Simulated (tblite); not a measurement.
Geometry relaxation, with input and output: C₄H₄F₄ (part 2 of 4)

Continued. System: C₄H₄F₄. Method: GFN2-xTB geometry optimisation, gas phase (tblite 0.8.0). It belongs to a series of runs on one base structure; here: constitutional isomer.

Geometry of the input (Å):
```
F  2.4467  -0.7990  -0.4746
C  1.4646  -0.3910  0.4326
C  0.7274  0.7072  -0.1211
C  -0.5751  0.7321  -0.3640
F  -1.1633  1.8441  -0.8922
C  -1.4921  -0.4104  -0.0713
F  -2.0553  -0.7697  -1.3022
F  -2.5521  0.1266  0.6347
H  2.0629  -0.0973  1.3611
H  0.9196  -1.2924  0.7551
H  1.2675  1.6277  -0.3915
H  -1.0494  -1.2786  0.4073
```

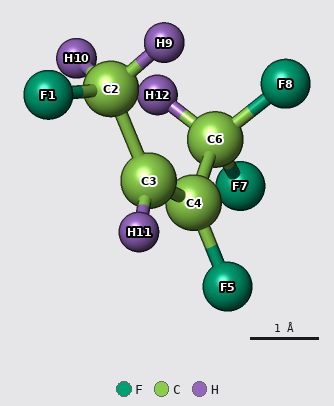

Fig. 1: The geometry at step 63 of the log (ball-and-stick view, seen at a tilt; atoms are numbered from 1 in the order of the input).

Trajectory as extended XYZ, continued
```
12
Properties=species:S:1:pos:R:3:forces:R:3 step=36 energy=-802.53914
F     2.5628   -0.7379   -0.3874    0.0320  -0.0030   0.0060
C     1.5529   -0.3927    0.4755   -0.0540   0.0230  -0.0290
C     0.7429    0.7074   -0.1273   -0.0580   0.0300  -0.0330
C    -0.5591    0.7035   -0.3746    0.0090  -0.0060  -0.0020
F    -1.1147    1.7929   -0.9321   -0.0010  -0.0320   0.0200
C    -1.5837   -0.3788   -0.1113    0.0110   0.0630   0.0110
F    -2.2045   -0.7141   -1.2632   -0.0340  -0.0350  -0.0060
F    -2.5433    0.0736    0.7312    0.0170  -0.0180   0.0040
H     2.0384   -0.0467    1.3967   -0.0180  -0.0280   0.0020
H     0.9731   -1.3009    0.6627    0.0500   0.0130   0.0300
H     1.2986    1.5895   -0.4242    0.0110  -0.0750   0.0360
H    -1.1621   -1.2965    0.3281    0.0340   0.0680  -0.0390
12
Properties=species:S:1:pos:R:3:forces:R:3 step=38 energy=-802.54202
F     2.6197   -0.6968   -0.3206    0.0020   0.0220  -0.0450
C     1.5475   -0.3901    0.4798    0.0190  -0.0050  -0.0220
C     0.7475    0.7047   -0.1457   -0.0730  -0.0230  -0.0480
C    -0.5553    0.6942   -0.3913   -0.0030   0.0120  -0.0440
F    -1.1074    1.7720   -0.9742   -0.0220   0.0040   0.0220
C    -1.5868   -0.3777   -0.1073    0.0290   0.0800   0.0120
F    -2.2757   -0.6640   -1.2337   -0.0060  -0.0210   0.0410
F    -2.4926    0.0655    0.8017    0.0860  -0.0690  -0.0450
H     1.9747   -0.0600    1.4342   -0.0510   0.0090   0.0500
H     0.9821   -1.3178    0.6133    0.0370   0.0530   0.0270
H     1.3008    1.5852   -0.4589    0.0010  -0.1540   0.0740
H    -1.1533   -1.3159    0.2765   -0.0190   0.0910  -0.0230
12
Properties=species:S:1:pos:R:3:forces:R:3 step=41 energy=-802.54781
F     2.6690   -0.6547   -0.2498   -0.0120   0.0670  -0.0900
C     1.5391   -0.3869    0.4808    0.0690  -0.0380   0.0570
C     0.7464    0.6987   -0.1682    0.0360  -0.1260   0.0260
C    -0.5546    0.6900   -0.4142   -0.0480   0.0430  -0.0660
F    -1.1066    1.7540   -1.0155   -0.0340   0.1420  -0.0370
C    -1.5841   -0.3682   -0.1044    0.0010  -0.0740  -0.0570
F    -2.3453   -0.6206   -1.1917    0.0090   0.0180  -0.0030
F    -2.4288    0.0465    0.8686    0.0160   0.0080   0.0620
H     1.8978   -0.0805    1.4707   -0.0610   0.0880   0.0490
H     0.9955   -1.3298    0.5653   -0.0490  -0.0460  -0.0020
H     1.3067    1.5675   -0.4859    0.0580  -0.0280   0.0130
H    -1.1339   -1.3166    0.2182    0.0150  -0.0560   0.0500
12
Properties=species:S:1:pos:R:3:forces:R:3 step=44 energy=-802.55367
F     2.6927   -0.6254   -0.2213   -0.0420   0.0610   0.0010
C     1.5413   -0.3882    0.4868   -0.0510  -0.0150  -0.0260
C     0.7463    0.6879   -0.1782   -0.0070  -0.0020   0.0030
C    -0.5551    0.6879   -0.4291   -0.0010   0.0040  -0.0210
F    -1.1074    1.7508   -1.0370    0.0500   0.0370   0.0100
C    -1.5844   -0.3682   -0.1052    0.0200  -0.0170  -0.0200
F    -2.3796   -0.5925   -1.1718   -0.0170  -0.0140  -0.0110
F    -2.3937    0.0405    0.9021    0.0170  -0.0090   0.0420
H     1.8583   -0.0818    1.4922   -0.0290   0.0490  -0.0180
H     1.0051   -1.3385    0.5422    0.0090  -0.0500   0.0170
H     1.3115    1.5529   -0.4996    0.0520  -0.0280   0.0100
H    -1.1336   -1.3261    0.1930   -0.0010  -0.0160   0.0130
12
Properties=species:S:1:pos:R:3:forces:R:3 step=47 energy=-802.55828
F     2.7146   -0.5927   -0.1815   -0.0550   0.0480   0.0250
C     1.5351   -0.3897    0.4895   -0.0690  -0.0020  -0.0130
C     0.7442    0.6798   -0.1915   -0.0030   0.0350   0.0050
C    -0.5566    0.6879   -0.4469    0.0140  -0.0090   0.0110
F    -1.1060    1.7488   -1.0616    0.0770   0.0050   0.0160
C    -1.5826   -0.3653   -0.1060    0.0020  -0.0060   0.0050
F    -2.4196   -0.5667   -1.1440   -0.0060  -0.0180   0.0040
F    -2.3506    0.0283    0.9412    0.0340  -0.0170   0.0110
H     1.8077   -0.0884    1.5109   -0.0230   0.0360  -0.0590
H     1.0164   -1.3512    0.5170    0.0170  -0.0490   0.0050
H     1.3200    1.5367   -0.5138    0.0420   0.0000  -0.0080
H    -1.1216   -1.3282    0.1606   -0.0290  -0.0210  -0.0020
12
Properties=species:S:1:pos:R:3:forces:R:3 step=49 energy=-802.55999
F     2.7581   -0.5188   -0.0897   -0.2840   0.0170   0.1580
C     1.5155   -0.3925    0.4951    0.0790  -0.0260   0.0320
C     0.7409    0.6659   -0.2202    0.0590   0.0350   0.0220
C    -0.5577    0.6875   -0.4841   -0.0440  -0.0190   0.0620
F    -1.0972    1.7431   -1.1157    0.0810  -0.0360   0.0120
C    -1.5775   -0.3588   -0.1063   -0.1760  -0.0230   0.0530
F    -2.5066   -0.5114   -1.0797    0.2050   0.0130   0.2460
F    -2.2511   -0.0014    1.0281    0.1640  -0.0910  -0.2670
H     1.6928   -0.1025    1.5474   -0.0280  -0.0550  -0.2440
H     1.0402   -1.3814    0.4589    0.1070   0.0980   0.0010
H     1.3410    1.5037   -0.5474   -0.0010   0.0350  -0.0330
H    -1.0971   -1.3342    0.0876   -0.1620   0.0510  -0.0410
12
Properties=species:S:1:pos:R:3:forces:R:3 step=52 energy=-802.56690
F     2.7529   -0.5017   -0.0716   -0.0960  -0.0340   0.0850
C     1.5057   -0.3924    0.4954    0.0910  -0.0110   0.0080
C     0.7415    0.6667   -0.2242    0.0410  -0.0030   0.0100
C    -0.5558    0.6868   -0.4871   -0.0370   0.0030   0.0210
F    -1.0871    1.7423   -1.1234   -0.0060  -0.0150  -0.0140
C    -1.5744   -0.3594   -0.1046   -0.0800  -0.0240   0.0190
F    -2.5150   -0.5036   -1.0630    0.1010   0.0280   0.1330
F    -2.2255   -0.0097    1.0393    0.0590  -0.0340  -0.1230
H     1.6676   -0.1015    1.5450   -0.0200  -0.0530  -0.0860
H     1.0449   -1.3864    0.4482    0.0500   0.0870   0.0040
H     1.3488    1.4980   -0.5548   -0.0240   0.0380  -0.0250
H    -1.1024   -1.3398    0.0748   -0.0780   0.0180  -0.0330
12
Properties=species:S:1:pos:R:3:forces:R:3 step=55 energy=-802.57279
F     2.7720   -0.4480    0.0172   -0.0200  -0.0470   0.0730
C     1.4888   -0.3886    0.4992    0.1240  -0.0050   0.0210
C     0.7463    0.6651   -0.2458    0.0420  -0.0550   0.0010
C    -0.5504    0.6830   -0.5057   -0.0460   0.0100  -0.0460
F    -1.0722    1.7253   -1.1693   -0.0940  -0.0010  -0.0250
C    -1.5656   -0.3579   -0.0973   -0.0550  -0.0460  -0.0300
F    -2.5693   -0.4521   -0.9932    0.0590   0.0690   0.0800
F    -2.1291   -0.0385    1.0987    0.0190  -0.0320  -0.0590
H     1.5657   -0.1189    1.5627    0.0070  -0.0770  -0.0430
H     1.0641   -1.3938    0.3922    0.0180   0.0810   0.0300
H     1.3624    1.4821   -0.5936   -0.0320   0.0470  -0.0130
H    -1.1116   -1.3583    0.0090   -0.0240   0.0560   0.0110
12
Properties=species:S:1:pos:R:3:forces:R:3 step=58 energy=-802.58028
F     2.7970   -0.4092    0.1223   -0.0320   0.0390   0.0570
C     1.4823   -0.3807    0.5051    0.0170  -0.0210  -0.0070
C     0.7551    0.6661   -0.2688    0.0080  -0.0250  -0.0130
C    -0.5441    0.6795   -0.5242   -0.0070  -0.0360  -0.0770
F    -1.0724    1.6971   -1.2206   -0.0540  -0.0030   0.0040
C    -1.5559   -0.3566   -0.0894   -0.0430   0.0040  -0.0440
F    -2.6210   -0.3902   -0.9114    0.0090   0.0850  -0.0010
F    -2.0292   -0.0701    1.1531    0.0520  -0.0740  -0.0190
H     1.4635   -0.1532    1.5803    0.0470  -0.0270  -0.0450
H     1.0865   -1.3874    0.3320   -0.0100  -0.0030   0.0410
H     1.3659    1.4770   -0.6405   -0.0010   0.0070   0.0210
H    -1.1263   -1.3731   -0.0639    0.0140   0.0530   0.0840
12
Properties=species:S:1:pos:R:3:forces:R:3 step=60 energy=-802.58385
F     2.8075   -0.3777    0.1788   -0.1690   0.0310   0.0700
C     1.4749   -0.3805    0.5077    0.0460  -0.0180   0.0010
C     0.7555    0.6610   -0.2838    0.0280  -0.0010  -0.0140
C    -0.5434    0.6778   -0.5434   -0.0300  -0.0350  -0.0160
F    -1.0781    1.6881   -1.2462    0.0120  -0.0260   0.0090
C    -1.5517   -0.3538   -0.0902   -0.1140   0.0160   0.0160
F    -2.6525   -0.3543   -0.8682    0.1280   0.0430   0.0850
F    -1.9703   -0.0904    1.1817    0.0880  -0.0860  -0.1530
H     1.4079   -0.1700    1.5861    0.0550  -0.0150  -0.0960
H     1.1041   -1.3936    0.3097    0.0220   0.0290   0.0240
H     1.3723    1.4656   -0.6598   -0.0070   0.0010   0.0200
H    -1.1249   -1.3729   -0.0986   -0.0590   0.0600   0.0540
12
Properties=species:S:1:pos:R:3:forces:R:3 step=63 energy=-802.59148
F     2.8150   -0.3159    0.2886   -0.0140   0.0100  -0.0410
C     1.4682   -0.3757    0.5119   -0.0800  -0.0120   0.0200
C     0.7612    0.6501   -0.3116   -0.0300   0.0320  -0.0110
C    -0.5377    0.6618   -0.5737    0.0130   0.0050   0.0290
F    -1.0821    1.6585   -1.2888    0.0700  -0.0290  -0.0200
C    -1.5485   -0.3526   -0.0912    0.0210  -0.0110   0.0400
F    -2.6956   -0.2674   -0.7855    0.0300  -0.0350   0.0510
F    -1.8547   -0.1317    1.2170   -0.0110  -0.0030  -0.0060
H     1.3203   -0.1943    1.5844   -0.0090   0.0320   0.0070
H     1.1454   -1.3965    0.2750    0.0330  -0.0070  -0.0160
H     1.3763    1.4499   -0.6988    0.0240  -0.0060   0.0160
H    -1.1666   -1.3869   -0.1535   -0.0450   0.0240  -0.0670
12
Properties=species:S:1:pos:R:3:forces:R:3 step=66 energy=-802.59560
F     2.8129   -0.2804    0.3544   -0.0480  -0.0020  -0.0470
C     1.4575   -0.3714    0.5153    0.0210  -0.0190   0.0140
C     0.7662    0.6486   -0.3269    0.0050   0.0010   0.0250
C    -0.5320    0.6544   -0.5867   -0.0110   0.0180   0.0070
F    -1.0720    1.6395   -1.3184   -0.0020   0.0000  -0.0550
C    -1.5429   -0.3527   -0.0870   -0.0260  -0.0020   0.0290
F    -2.7175   -0.2226   -0.7261    0.0200  -0.0070   0.0580
F    -1.7831   -0.1622    1.2402   -0.0070   0.0020  -0.0200
H     1.2603   -0.2049    1.5820   -0.0260  -0.0010   0.0040
H     1.1680   -1.3956    0.2459    0.0390   0.0260   0.0210
H     1.3833    1.4426   -0.7234    0.0140  -0.0310   0.0250
H    -1.1998   -1.3958   -0.1953    0.0220   0.0140  -0.0620
12
Properties=species:S:1:pos:R:3:forces:R:3 step=68 energy=-802.59868
F     2.8046   -0.2594    0.3873   -0.0030   0.0000  -0.0280
C     1.4482   -0.3707    0.5176    0.0420   0.0110   0.0020
C     0.7667    0.6475   -0.3350    0.0130  -0.0230   0.0340
C    -0.5308    0.6547   -0.5960   -0.0160   0.0300   0.0140
F    -1.0701    1.6324   -1.3376   -0.0120  -0.0050  -0.0530
C    -1.5377   -0.3507   -0.0836   -0.0290   0.0010  -0.0400
F    -2.7279   -0.2028   -0.6865   -0.0360   0.0270   0.0180
F    -1.7410   -0.1816    1.2502    0.0090   0.0090   0.0450
H     1.2219   -0.2114    1.5791   -0.0180  -0.0170   0.0210
H     1.1846   -1.3974    0.2347   -0.0020   0.0120   0.0180
H     1.3935    1.4329   -0.7324   -0.0050  -0.0190   0.0090
H    -1.2106   -1.3940   -0.2239    0.0580  -0.0260  -0.0390
12
Properties=species:S:1:pos:R:3:forces:R:3 step=71 energy=-802.60203
F     2.7980   -0.2358    0.4296   -0.0050   0.0100  -0.0110
C     1.4406   -0.3689    0.5208    0.0240   0.0060   0.0050
C     0.7676    0.6447   -0.3446    0.0030  -0.0090   0.0350
C    -0.5299    0.6549   -0.6068   -0.0180   0.0200   0.0250
F    -1.0698    1.6220   -1.3620    0.0050  -0.0200  -0.0360
C    -1.5337   -0.3483   -0.0815   -0.0230  -0.0020  -0.0370
F    -2.7421   -0.1750   -0.6392   -0.0250   0.0280   0.0170
F    -1.6900   -0.2045    1.2628    0.0280  -0.0080  -0.0040
H     1.1769   -0.2228    1.5759    0.0080  -0.0220   0.0070
H     1.2038   -1.3977    0.2216   -0.0170   0.0130   0.0160
H     1.4012    1.4229   -0.7448   -0.0120  -0.0130  -0.0060
H    -1.2213   -1.3920   -0.2577    0.0320  -0.0040  -0.0120
12
Properties=species:S:1:pos:R:3:forces:R:3 step=74 energy=-802.60455
F     2.7922   -0.2161    0.4649   -0.0080   0.0160  -0.0040
C     1.4351   -0.3670    0.5237    0.0090   0.0000   0.0050
C     0.7684    0.6424   -0.3517   -0.0080   0.0070   0.0320
C    -0.5291    0.6547   -0.6145   -0.0140   0.0060   0.0190
F    -1.0687    1.6113   -1.3833    0.0160  -0.0220  -0.0220
C    -1.5310   -0.3465   -0.0804   -0.0180  -0.0040  -0.0280
F    -2.7532   -0.1499   -0.5986   -0.0050   0.0210   0.0150
F    -1.6472   -0.2248    1.2707    0.0320  -0.0200  -0.0250
H     1.1418   -0.2330    1.5725    0.0250  -0.0190   0.0110
H     1.2194   -1.3968    0.2119   -0.0200   0.0080   0.0100
H     1.4061    1.4150   -0.7555   -0.0130  -0.0100  -0.0150
H    -1.2326   -1.3901   -0.2855    0.0050   0.0160   0.0020
12
Properties=species:S:1:pos:R:3:forces:R:3 step=77 energy=-802.60686
F     2.7859   -0.1965    0.4990   -0.0060   0.0170  -0.0030
C     1.4302   -0.3647    0.5270   -0.0080  -0.0040   0.0120
C     0.7693    0.6408   -0.3574   -0.0140   0.0160   0.0270
C    -0.5280    0.6536   -0.6216   -0.0110  -0.0050   0.0060
F    -1.0664    1.5988   -1.4048    0.0170  -0.0150  -0.0160
C    -1.5289   -0.3449   -0.0799   -0.0140  -0.0010  -0.0070
F    -2.7628   -0.1235   -0.5584    0.0110   0.0150   0.0140
F    -1.6045   -0.2466    1.2766    0.0260  -0.0260  -0.0400
H     1.1103   -0.2429    1.5695    0.0360  -0.0190   0.0090
H     1.2337   -1.3947    0.2024   -0.0150   0.0100   0.0110
H     1.4099    1.4078   -0.7666   -0.0100  -0.0080  -0.0180
H    -1.2476   -1.3880   -0.3120   -0.0120   0.0200   0.0030
12
Properties=species:S:1:pos:R:3:forces:R:3 step=79 energy=-802.60581
F     2.7670   -0.1347    0.6016   -0.1490  -0.0150  -0.0150
C     1.4169   -0.3568    0.5384    0.0290  -0.0170   0.0730
C     0.7717    0.6361   -0.3722    0.0060   0.0180   0.0180
C    -0.5240    0.6467   -0.6430   -0.0520  -0.0120  -0.0290
F    -1.0569    1.5575   -1.4708    0.0250  -0.0260   0.0220
C    -1.5244   -0.3402   -0.0785   -0.1580  -0.0100   0.1230
F    -2.7904   -0.0388   -0.4358    0.3370  -0.0820   0.1170
F    -1.4751   -0.3155    1.2908   -0.0690  -0.0510  -0.3380
H     1.0218   -0.2708    1.5617    0.1170  -0.0400  -0.0870
H     1.2794   -1.3869    0.1755    0.0280   0.0810   0.0640
H     1.4202    1.3850   -0.8016   -0.0100  -0.0070  -0.0160
H    -1.3050   -1.3823   -0.3922   -0.1050   0.1610   0.0680
12
Properties=species:S:1:pos:R:3:forces:R:3 step=82 energy=-802.61090
F     2.7692   -0.1299    0.6001   -0.0830  -0.0040  -0.0230
C     1.4210   -0.3553    0.5410    0.0250   0.0030   0.0250
C     0.7709    0.6346   -0.3690    0.0020   0.0080  -0.0010
C    -0.5241    0.6423   -0.6432   -0.0250  -0.0080  -0.0320
F    -1.0540    1.5517   -1.4738    0.0150  -0.0100   0.0050
C    -1.5289   -0.3401   -0.0794   -0.0840  -0.0200   0.0380
F    -2.7904   -0.0299   -0.4320    0.1920  -0.0360   0.0660
F    -1.4765   -0.3201    1.2838   -0.0530  -0.0420  -0.1330
H     1.0326   -0.2694    1.5635    0.0590  -0.0300  -0.0010
H     1.2855   -1.3848    0.1807    0.0150   0.0340   0.0420
H     1.4175    1.3822   -0.8029   -0.0030   0.0030  -0.0120
H    -1.3217   -1.3820   -0.3949   -0.0610   0.1010   0.0270
12
Properties=species:S:1:pos:R:3:forces:R:3 step=85 energy=-802.61453
F     2.7688   -0.1074    0.6148    0.0440   0.0150  -0.0320
C     1.4272   -0.3501    0.5491   -0.0450   0.0180   0.0030
C     0.7696    0.6302   -0.3660   -0.0040  -0.0030  -0.0290
C    -0.5232    0.6316   -0.6496    0.0100  -0.0060  -0.0040
F    -1.0451    1.5319   -1.4947   -0.0040   0.0060  -0.0160
C    -1.5372   -0.3390   -0.0825    0.0400   0.0000   0.0280
F    -2.7932    0.0055   -0.3989   -0.0320   0.0410  -0.0010
F    -1.4542   -0.3475    1.2754   -0.0400  -0.0240   0.0280
H     1.0375   -0.2731    1.5697    0.0050  -0.0090   0.0440
H     1.3057   -1.3788    0.1870    0.0080  -0.0220   0.0220
H     1.4134    1.3726   -0.8125    0.0120   0.0150  -0.0020
H    -1.3681   -1.3766   -0.4178    0.0070  -0.0300  -0.0410
12
Properties=species:S:1:pos:R:3:forces:R:3 step=88 energy=-802.61741
F     2.7697   -0.0593    0.6475    0.0170   0.0040  -0.0390
C     1.4355   -0.3413    0.5630   -0.0150   0.0200   0.0020
C     0.7677    0.6186   -0.3665    0.0100  -0.0150  -0.0370
C    -0.5224    0.6139   -0.6621    0.0070   0.0040   0.0170
F    -1.0298    1.4970   -1.5353   -0.0130  -0.0090  -0.0050
C    -1.5513   -0.3362   -0.0860    0.0350  -0.0120   0.0030
F    -2.8048    0.0733   -0.3302   -0.0260   0.0540  -0.0070
F    -1.4088   -0.3987    1.2638   -0.0450  -0.0380   0.0520
H     1.0330   -0.2802    1.5789   -0.0160   0.0150   0.0420
H     1.3496   -1.3729    0.1991    0.0110  -0.0250   0.0130
H     1.4103    1.3518   -0.8300    0.0190   0.0200  -0.0020
H    -1.4475   -1.3667   -0.4681    0.0160  -0.0190  -0.0370
```
